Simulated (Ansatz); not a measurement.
**BrF3Si···HF: density, localisation and related maps**

Input file:

```
crystal:
  periodic: [false, false, false]
  atoms:
    - {symbol: Si, position_ang: [-0.800288, 0.177659, -0.503064]}
    - {symbol: F, position_ang: [1.656934, -1.092281, 1.335421]}
    - {symbol: F, position_ang: [-0.235407, -1.083886, -1.232460]}
    - {symbol: F, position_ang: [-1.379771, -0.222363, 0.892210]}
    - {symbol: F, position_ang: [-1.963927, 0.770052, -1.370015]}
    - {symbol: H, position_ang: [1.972374, -0.242427, 1.160663]}
    - {symbol: Br, position_ang: [0.750084, 1.693247, -0.282556]}
basis:
  gaussian: {orbitals: def2-TZVPP}
hamiltonian: {xc: pbe0, dispersion: d4}
output: {orbitals: {seedname: orbitals}}
```

Run with:

```sh
ansatz run in.yaml --threads 8 --pin off --events-out ev --progress --plain --max-ram 19148MiB
```

The product side of a reaction path; geometry: PBE0-D4/def2-TZVP.

Method: RKS PBE0-D4/def2-TZVPP in Ansatz 0.2.0.

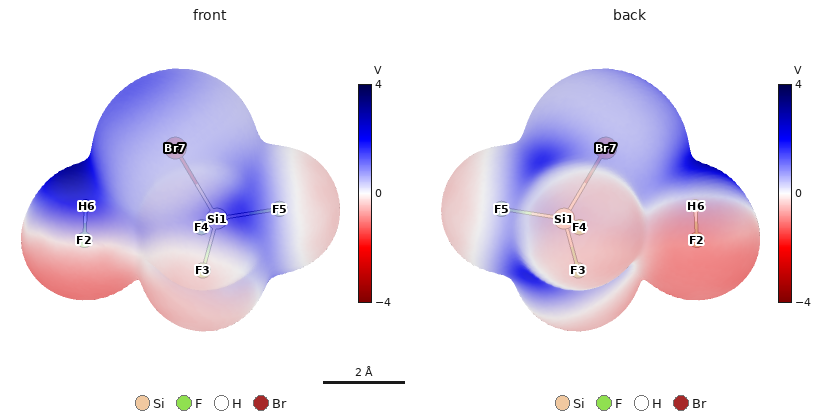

Figure 1. The electrostatic potential painted on the density surface at 0.002 e/bohr³, seen from the front and from behind; red is negative and blue positive.

> Describe the electrostatic potential map.

The most negative region (about −1.0 V) lies over F2, the most positive (about +3.0 V) over H6. Br7 shows a σ-hole: about +1.3 V at the tip opposite its bond, against about +0.8 V on its flanks.

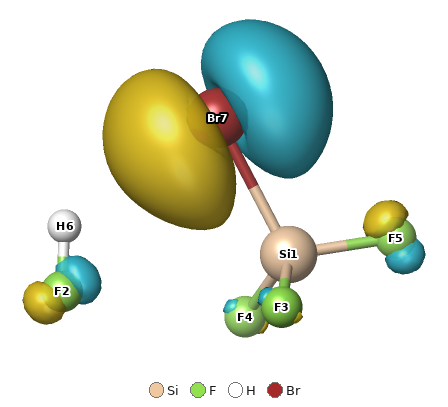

Figure 2. The HOMO−1 at ±0.15 Å⁻³ᐟ² (yellow and cyan are the two phases), seen at a tilt.

> Where does this orbital lie, and at what energy?

By Hirshfeld shares it lies mainly on Br7 (about 85 %); largely a lone pair of Br7. Its energy is −9.89 eV.
